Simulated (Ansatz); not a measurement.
**What a change does: single-point calculation on CH5GeNO**

System: CH5GeNO, SMILES O=C[NH][GeH3].
Method of run 1: RKS PBE0-D4/def2-TZVPP (Ansatz 0.2.0).

The geometry comes from this level: PBE0-D4/def2-TZVP. Text and figures count atoms from 1; the logs count them from 0 in places.

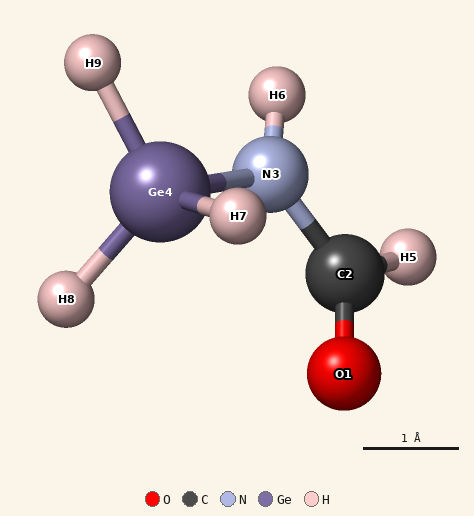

**Figure 1.** The structure (ball-and-stick view, seen at a tilt; atoms are numbered from 1 in the order of the input). Sticks mark near contacts. Bond lengths as drawn: C–H 1.11 Å, C–N 1.35 Å, C–O 1.21 Å, Ge–H 1.53 to 1.54 Å, Ge–N 1.87 Å and H–N 1.01 Å.

### Input, run 1
```yaml
crystal:
  periodic: [false, false, false]
  atoms:
    - {symbol: O, position_ang: [0.520751, 0.416651, -1.869897]}
    - {symbol: C, position_ang: [1.124216, 0.583598, -0.832296]}
    - {symbol: N, position_ang: [0.627771, 0.236067, 0.372985]}
    - {symbol: Ge, position_ang: [-1.070299, -0.538719, 0.439853]}
    - {symbol: H, position_ang: [2.132965, 1.036548, -0.801112]}
    - {symbol: H, position_ang: [1.195195, 0.409609, 1.186701]}
    - {symbol: H, position_ang: [-1.056548, -1.851736, -0.344879]}
    - {symbol: H, position_ang: [-2.098524, 0.452235, -0.108595]}
    - {symbol: H, position_ang: [-1.287228, -0.790553, 1.940139]}
basis:
  gaussian: {orbitals: def2-TZVPP}
hamiltonian: {xc: pbe0, dispersion: d4}
output: {orbitals: {seedname: orbitals}}
```

Hardware: 4 CPU threads, shared host.

### Output (run 1)
```
Functional definition: PBE0
  parameter a = 0.25
  parameter kappa = 0.804
  parameter beta = 0.06672455060314922
  exchange = (1 - a)*pbe_x(kappa = kappa, mu = beta*pi^2/3) + a*exact_x
  correlation = pbe_c(beta = beta)
1182 factors; their error is unknown
mean field evaluation 1: about -61157.0927 eV, gradient 6.1e1 eV
mean field evaluation 2: about -61147.3826 eV, gradient 9.2e1 eV
mean field evaluation 4: about -61163.2547 eV, gradient 8.2e0 eV
mean field evaluation 8: about -61163.6540 eV, gradient 3.6e-1 eV
mean field evaluation 16: about -61163.6541 eV, gradient 2.2e-5 eV
mean field -61163.65411513 eV, -2247.7228305171 hartree, gradient 2.2e-5 eV, S^2 0.000000; 0 other end points of the search recorded, 0 dependent functions left out
reference -61163.65414509 eV, -2247.7228316182 hartree; 29, 29 occupied and 182, 182 virtual orbitals, 1182 factors
Total energy: -61163.79308837 eV, -2247.7279376894 hartree
```

Run 2 used a changed input.

### The two runs side by side

```tsv
quantity	run 1	run 2
outcome	converged	converged
total energy (hartree)	−2247.727938	−2247.268581
HOMO (eV)	−7.66	−7.48
LUMO (eV)	0.31	0.56
basis functions	211	99
wall time (shared host)	4 s	2 s
```

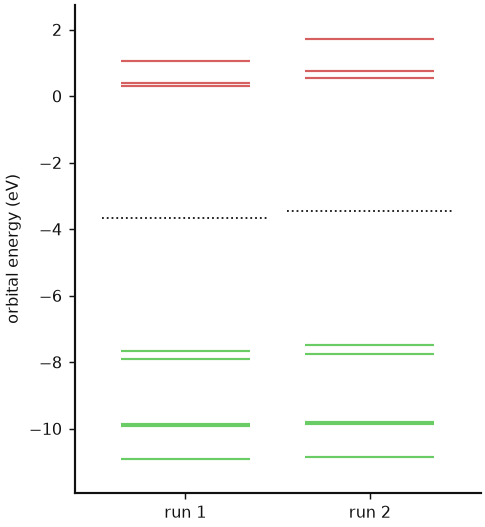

**Figure 2.** The five highest filled and three lowest empty orbital energies of the two runs; the dotted lines part filled from empty levels. The HOMO–LUMO gap is 7.98 eV in run 1 and 8.04 eV in run 2.

Which change of the input explains these differences?

The change (lines with − go, lines with + come):
```diff
-  gaussian: {orbitals: def2-TZVPP}
+  gaussian: {orbitals: def2-SVP}
```

The total energy of run 2 is 288.3 kcal/mol higher, which measures the change of basis and not a stability. The HOMO goes from −7.66 to −7.48 eV. The LUMO goes from 0.31 to 0.56 eV. The basis functions go from 211 to 99.

### Output (run 2)
```
Functional definition: PBE0
  parameter a = 0.25
  parameter kappa = 0.804
  parameter beta = 0.06672455060314922
  exchange = (1 - a)*pbe_x(kappa = kappa, mu = beta*pi^2/3) + a*exact_x
  correlation = pbe_c(beta = beta)
988 factors; integrals over basis functions are off by at most 1.3e-3 eV
mean field evaluation 1: about -61146.1196 eV, gradient 5.2e1 eV
mean field evaluation 2: about -61139.1877 eV, gradient 7.9e1 eV
mean field evaluation 4: about -61150.9946 eV, gradient 5.3e0 eV
mean field evaluation 8: about -61151.1542 eV, gradient 2.6e-1 eV
mean field evaluation 16: about -61151.1544 eV, gradient 2.1e-5 eV
mean field -61151.15438597 eV, -2247.2634739433 hartree, gradient 2.1e-5 eV, S^2 0.000000; 0 other end points of the search recorded, 0 dependent functions left out
reference -61151.15440999 eV, -2247.2634748260 hartree; 29, 29 occupied and 70, 70 virtual orbitals, 988 factors
Total energy: -61151.29335327 eV, -2247.2685808973 hartree
```
